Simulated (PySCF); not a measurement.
C$_{8}$H$_{12}$O$_{2}$Si (Si(vinyl)3(OAc))

```xyz
23

Si    0.4130    0.5227    0.3138
C     0.0665    0.5717    2.1439
C    -0.7688   -0.2709    2.7625
H     0.5832    1.3281    2.7500
H    -1.3072   -1.0478    2.2091
H    -0.9473   -0.2255    3.8428
C     2.2223    0.2302   -0.0193
C     2.7217   -0.8870   -0.5572
H     2.9233    1.0322    0.2503
H     2.0784   -1.7234   -0.8512
H     3.7948   -1.0217   -0.7328
C    -0.2051    2.0734   -0.5106
C    -0.9398    2.9904    0.1305
H     0.0472    2.2311   -1.5656
H    -1.2255    2.8658    1.1815
H    -1.2960    3.9017   -0.3636
O    -0.4667   -0.8625   -0.2076
C    -0.7066   -1.1034   -1.5024
C    -1.5532   -2.3252   -1.7035
O    -0.2796   -0.4050   -2.3857
H    -1.7004   -2.5092   -2.7732
H    -2.5240   -2.1832   -1.2057
H    -1.0731   -3.1930   -1.2278
```

Geometry: PBE0-D3(BJ)/def2-SVP.

The calculation used B3LYP/def2-SVPD, SCF density, gas phase in PySCF 2.14.0.

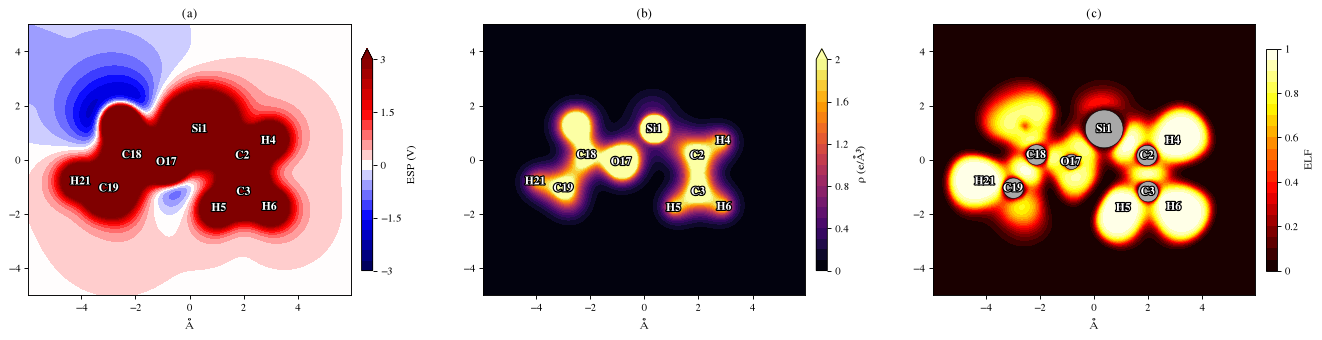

Figure 1. (a) electrostatic potential; (b) electron density; (c) electron localisation function on the plane of atoms Si1, C2 and C3. Grey discs cover the atomic cores in the ELF map.

### Describe what can be read from this map.

Atoms in the plane: Si, C, H and O. C–C (1.34 Å): ρ is about 2.3 e/Å³ halfway; the ELF peaks at about 0.90 between the atoms (a short, multiple covalent bond). Si–O (1.72 Å): ρ at the midpoint is about 0.95 e/Å³; the ELF peaks at about 0.90 between the atoms, as expected for a shared but strongly polarised pair. C–Si (1.86 Å): ρ is about 1 e/Å³ halfway; the ELF peaks at about 1 between the atoms; a shared electron pair. C–H (1.10 Å): the density is about 2 e/Å³ at the midpoint; the ELF climbs to about 1 towards the hydrogen, as it does in any bond to H (a covalent bond by its length). C–O (1.34 Å): ρ at the midpoint is about 2.4 e/Å³; the ELF peaks at about 0.90 between the atoms, as expected for a polar covalent bond. The ELF also peaks beside O17 and O20, away from the bonds: lone-pair regions. Outside the dense part of the molecule the potential is most negative (−1.9 V) near O20, which lies off the plane.

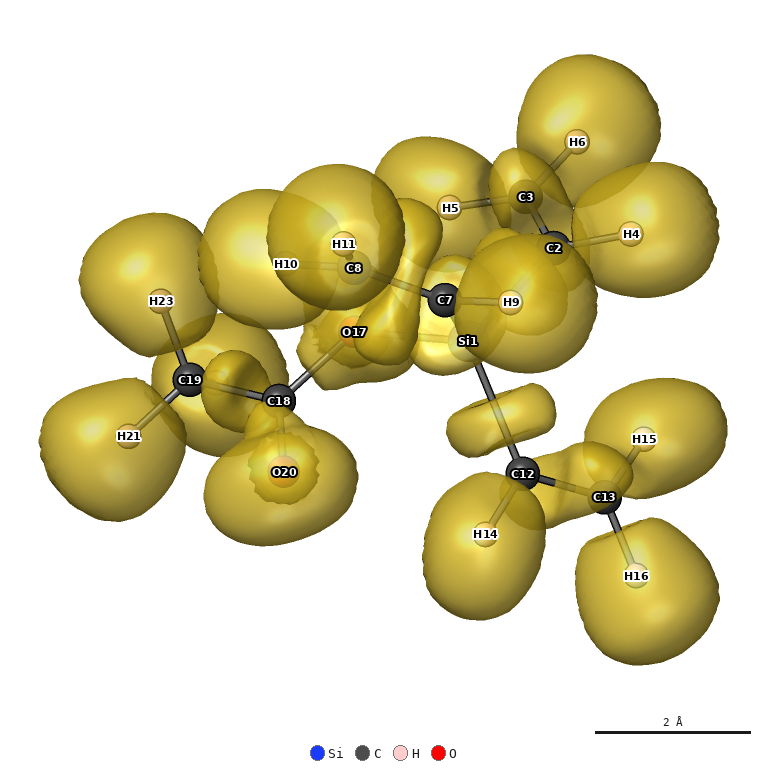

Figure 2. Isosurface of the ELF at 0.75 (yellow), seen from one side. Only the valence region is drawn (cores and ρ < 0.01 e/Å³ removed).

### Describe the localisation domains.

The surface consists of four regions between bonded C–C atoms (shared pairs), three regions between bonded C–Si atoms (shared pairs), twelve regions around hydrogen nuclei and two regions on O in which the atom's valence shell and bonds are merged. Along the contacts the grid gives the following. C–O (1.20 Å): the ELF peaks at about 0.85 between the atoms (a short, multiple covalent bond).

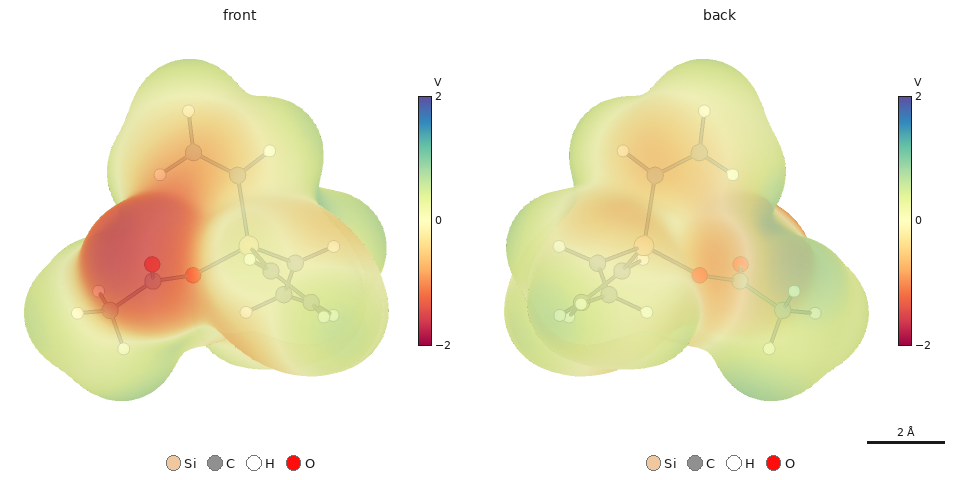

Figure 3. The electrostatic potential painted on the density surface at 0.001 e/bohr³, seen from the front and from behind; red is negative and blue positive.

### Where is the surface potential most negative and most positive?

The most negative region (about −1.5 V) lies over O20, the most positive (about +0.7 V) over the C, H and Si atoms. O20 is the likeliest acceptor of a hydrogen bond.
